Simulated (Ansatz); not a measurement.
Consider LiCl (Fm-3m).

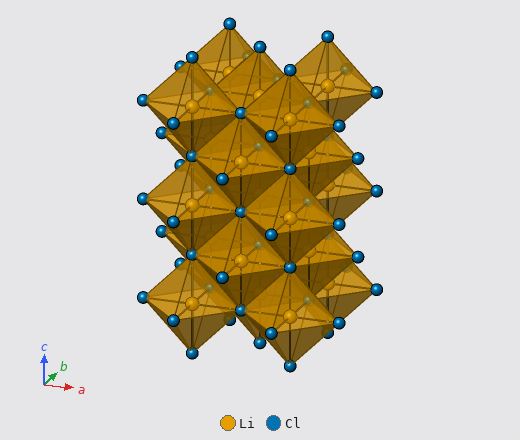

The structure (lithium orange, chlorine blue). 1×1×2 conventional cells are drawn. Some periodic images of atoms are drawn too.

It takes space group Fm-3m (No. 225, cubic). The conventional cell has a = 5.143 Å, b = 5.143 Å, c = 5.143 Å, α = 90.00°, β = 90.00°, γ = 90.00°. Li has 6 Cl at 2.57 Å nearest. Cl has 6 Li at 2.57 Å nearest. Farther neighbours and most contacts between anions are not listed.

```xyz
2
Lattice="0.0000 2.5715 2.5715 2.5715 0.0000 2.5715 2.5715 2.5715 0.0000" Properties=species:S:1:pos:R:3 pbc="T T T"
Li    0.0000    0.0000    0.0000
Cl    2.5715    2.5715    2.5715
```

The cell and positions come from the Crystallography Open Database and are kept as given unless a step says otherwise.

Gaps computed with Ansatz 0.2.0 without a self-energy: LDA 5.94 eV, PBE 6.28 eV, r2SCAN 7.18 eV and HSE06 7.67 eV.

Q: What gap should G0W0 on PBE give (6×6×6 mesh, 218 empty bands, screening to 200 eV, PAW set soft_1 files)?

About 8.83 eV: on its mesh the run moves the gap from 6.29 eV by +2.55 eV. Among the scalar-relativistic levels given, HSE06 is nearest (−1.16 eV). Bands and cutoff are finite, so the gap is not at the basis limit. The miss can reach some tenths of an eV and take either sign; the mesh is an error of its own.

[Paths, hosts, dates, memory and timing lines, banners, echoed tables and standing remarks are left out of the program output.]

[Logs are printed without paths, hosts, clocks, repeated set-up lines and the standing remarks that a program may print on its own settings, such as how far it seeks lower states.]

[Runs of the session that timed out or met a known fault of the program may be left out.]

[Cells called generated may have been cut or substituted from an entry of the Crystallography Open Database or the Materials Project.]

[No measured gap is set beside runs whose start may be inverted or whose files or cutoffs have a known fault.]

[Hosts, paths, dates, database ids (printed as entryN), source tags and the programs' standing remarks are cut or masked in the printed files.]
